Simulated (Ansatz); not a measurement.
# The potential step between two gates: H-SiSi-F chair under 1T-HfS2, AB

Two oppositely charged gates put a neutral stack in a displacement field D. The voltage between them is D/ε₀ times an electrical distance, shorter than the real one because the stack screens.

**Method.** Ansatz 0.2.0, plane waves with PAW datasets (its set soft_2), PBE-D3(BJ); isolated slab, charged sheets 4 Å from the outer atoms behind model barriers, atoms held. Voltages count from the uncharged case.

```tsv
run	D/ε₀ (V/nm)	step in an electron's potential, upper less lower gate (eV)
run 1	0.000	0.000
run 2	0.543	0.420
run 3	1.086	0.840
run 4	2.171	1.681
run 5	4.343	?
```

**Question.** What value belongs in the row marked “?”, and how far can the other rows tell?

A least-squares line through the 4 rows shown has slope 0.7743 and intercept −0.0003; no row lies more than 0.001 eV off it. The size of the slope, 0.774 nm, is the electrical distance; the sheets are 1.690 nm apart, and screening reaches beyond the outer atoms. At 4.343 it gives 0.7743 × 4.343 + (−0.0003) = 3.362 eV, beyond the rows fitted. Rounding and scatter of the rows alone allow about ±0.003 eV there.

The run itself gives 3.389 eV: a miss of +0.027 eV, or 0.8 % of the value. Screening stays linear to within 1 % over this range.

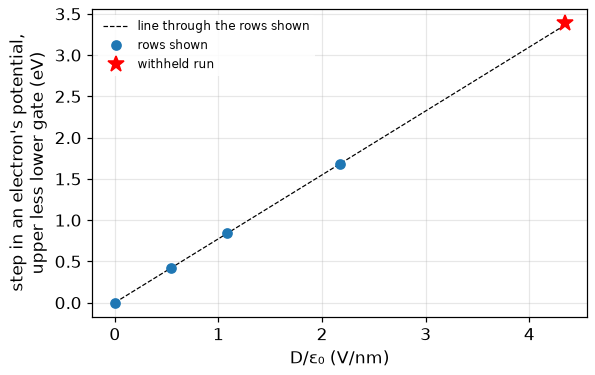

The fit and the withheld run.

Caveats: The gates are model sheets, not atoms. Spin-orbit coupling is left out, which changes the bands of elements this heavy.

[Logs are printed without paths, hosts, clocks, repeated set-up lines and the standing remarks that a program may print on its own settings, such as how far it seeks lower states.]
